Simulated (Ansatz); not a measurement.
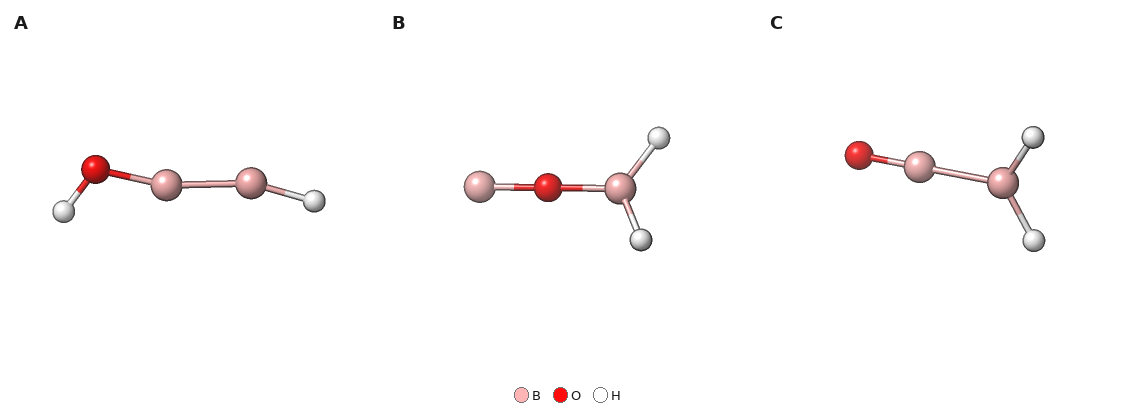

3 stationary structures of one formula. Geometries: PBE-D4/def2-SVP. Electronic energies: PBE-D4/def2-SVP (Ansatz 0.2.0), without zero-point energy. No frequency run is at hand to confirm each as a minimum.

Rank them by energy, lowest first.

C is lowest (C2v); B lies 86.2 kJ/mol above it (C2v), A lies 287.1 kJ/mol above it.
